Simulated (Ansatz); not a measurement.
```xyz
4

C     0.3074   -0.3208   -0.6919
C    -0.4851   -0.4904    0.3089
O     1.0226    0.0113   -1.5521
H    -0.9964   -1.3033    0.7861
```

Geometry: PBE0-D4/def2-TZVP.

All numbers below come from isolated molecule in a Gaussian basis; Kohn-Sham density functional theory, functional PBE0 (Ansatz 0.2.0).

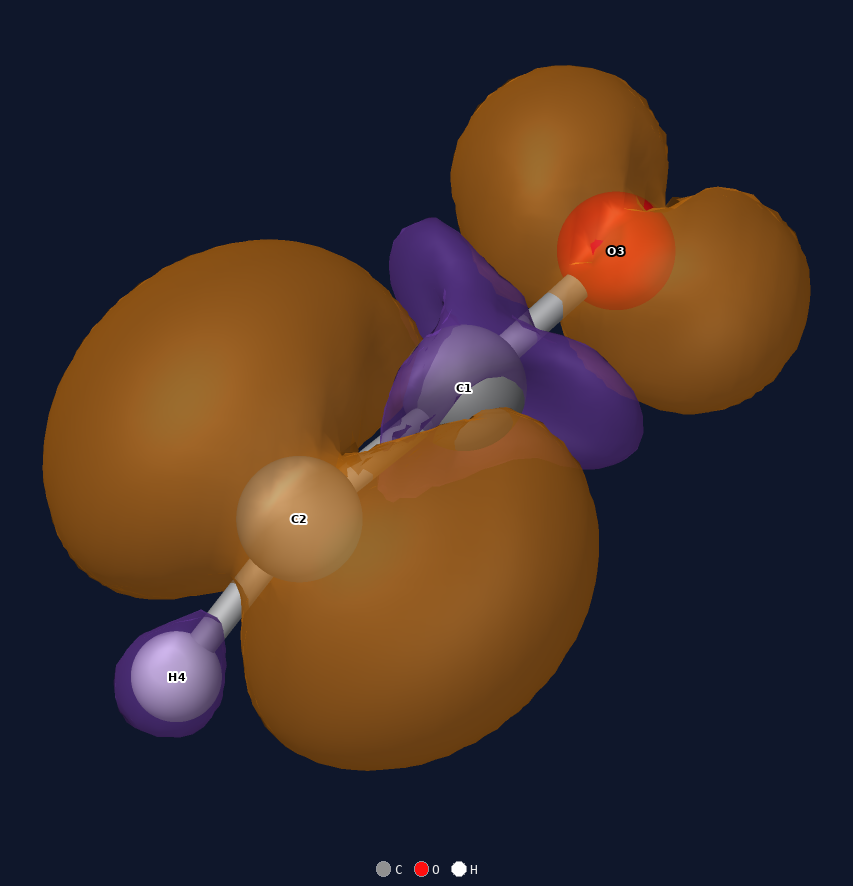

C₂HO (SMILES [CH]=C=O) (doublet). Isosurfaces of the spin density at +0.02 (orange) and −0.02 e/Å³ (purple), seen at an oblique angle.

> Where is the unpaired spin?

The unpaired spin (1 electron) lies mostly on C2 (about 0.6), O3 (about 0.2) and C1 (about 0.1), in electrons by Hirshfeld's partition.
